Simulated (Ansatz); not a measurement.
# CH5NOSeSi: the cost of one run

Program: Ansatz 0.2.0, driven from Python. Level of theory: MP2/6-31G*. These are calculated values, not measurements.

**1. The structure**

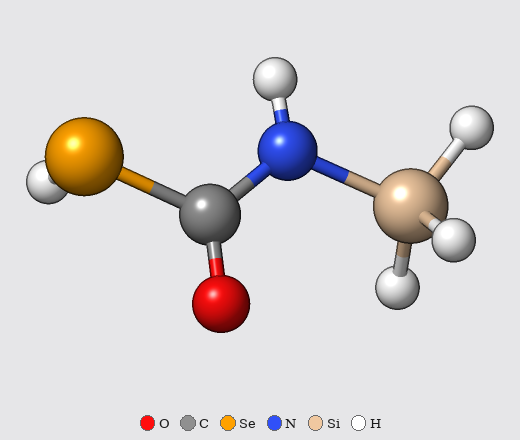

The structure that the script starts from, seen from a chosen angle (oxygen red, carbon grey, selenium orange, nitrogen blue, silicon light orange, hydrogen white).

The script holds or builds the structure itself.

**2. Script**

ch5nosesi_energy.py reads:

```python
import logging
import sys

import ansatz as az
from ase import Atoms
import numpy as np

logging.basicConfig(stream=sys.stdout, format="%(levelname)s %(message)s")
log = logging.getLogger("run")
log.setLevel(logging.INFO)


def main() -> None:
    atoms = Atoms(["O", "C", "Se", "N", "Si", "H", "H", "H", "H", "H"], positions=[
        (-0.5144, -1.6347, 0.8852),
        (0.318, -0.697, 0.9245),
        (1.4978, -0.6523, 2.3986),
        (0.5066, 0.299, -0.1114),
        (-0.6601, 0.3118, -1.5469),
        (0.5727, 0.2826, 3.1828),
        (1.2004, 1.0225, -0.0378),
        (-0.4969, -0.9268, -2.2783),
        (-2.0466, 0.5005, -1.0319),
        (-0.2944, 1.4433, -2.3818),
    ])
    mol = az.Crystal.molecule_from_ase(atoms)

    setup = (
        mol.calculation()
        .basis(gaussian="6-31G*")
        .correlation("mp2")
        .scf(lower_state_search="standard")
        .forces()
    )
    summary = setup.session().plan(threads=1).execute().report

    log.info(f"E = {summary['free_energy_ev']:.6f} eV = {summary['free_energy_ev'] / 27.211386246:.7f} Ha")
    print("converged:", summary["converged"], " doubts:", summary["published_state_doubts"] or "none")

    print("correlation energy", round(summary["free_energy_ev"] - summary["reference_energy_ev"], 5), "eV")
    cluster = summary["correlation"].get("coupled_cluster")
    if cluster:
        print("cycles", cluster["cycles"], " T1 diagnostic", round(cluster["t1_diagnostic"], 4), " largest double", round(cluster["largest_double"], 4))

    symbols = [site.symbol for site in mol.cartesian_sites]
    forces = np.array(summary["forces_ev_ang"])
    print("largest force", round(float(np.linalg.norm(forces, axis=1).max()), 4), "eV/A, rms", round(float(np.sqrt((forces ** 2).mean())), 4))

    charges = summary["charge_distribution"]
    print("dipole moment", round(4.803205 * float(np.linalg.norm(charges["dipole_moment_e_ang"])), 3), "D")
    print("Mulliken:", [(s, round(q, 3)) for s, q in zip(symbols, charges["mulliken_charges_e"])])


if __name__ == "__main__":
    main()
```

**3. The run**

Command:

```
> python ch5nosesi_energy.py
```

Q: Estimate wall time and peak memory on 1 thread of Arm Neoverse V2, shared host.

About 7.2 s, with a peak of 0.33 GiB.
